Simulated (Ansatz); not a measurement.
Band structure of Zr3Au (Pm-3n, 8 atoms in the cell).

```
CELL_PARAMETERS angstrom
      5.54605     0.00000     0.00000
      0.00000     5.54605     0.00000
      0.00000     0.00000     5.54605
ATOMIC_POSITIONS crystal
  Zr 0.50000 0.25000 0.00000
  Zr 0.50000 0.75000 0.00000
  Zr 0.25000 0.00000 0.50000
  Zr 0.75000 0.00000 0.50000
  Zr 0.00000 0.50000 0.25000
  Zr 0.00000 0.50000 0.75000
  Au 0.50000 0.50000 0.50000
  Au 0.00000 0.00000 0.00000
```

Method: PBEsol, PAW files made with PBE (plane waves; Ansatz, a quantum-chemistry and plane-wave program).

Settings: kpoints.mp_grid.grid = 5 5 5; hamiltonian.xc = pbesol; hamiltonian.pseudopotentials = {kind: paw} (an earlier, softer set of the program's PAW files); scf.occupations.method = fermi_dirac; scf.occupations.width = 0.1 eV; kpoints.band_path.npoints = 8.

The starting cell comes from a database of computed structures (which also holds hypothetical and non-ambient phases and stackings), without a prior relaxation at this level. Its lattice was rescaled by a random factor within 2.5 % of one. Spin-orbit coupling is off.

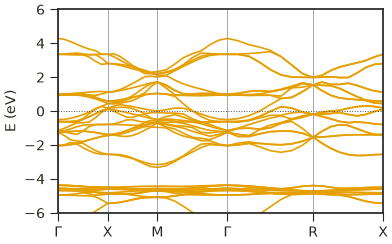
Figure. Bands along the path, energies from the Fermi level.

Levels in eV from the Fermi level, bands 52 to 59:
```json
[
 {"point": "Γ", "52": "-1.15", "53": "-1.15", "54": "-0.62", "55": "-0.62", "56": "-0.62", "57": "-0.51", "58": "0.93", "59": "0.93"},
 {"point": "X", "52": "-0.79", "53": "0.12", "54": "0.12", "55": "0.18", "56": "0.18", "57": "0.44", "58": "0.44", "59": "0.59"},
 {"point": "M", "52": "-0.60", "53": "-0.50", "54": "-0.50", "55": "-0.09", "56": "0.01", "57": "1.04", "58": "1.04", "59": "1.71"},
 {"point": "R", "52": "-0.19", "53": "-0.19", "54": "-0.19", "55": "-0.19", "56": "-0.19", "57": "1.54", "58": "1.54", "59": "1.54"}
]
```

Bands cross the Fermi level along this path, so the cell is metallic at this level.

Keys are those of Ansatz 0.2.
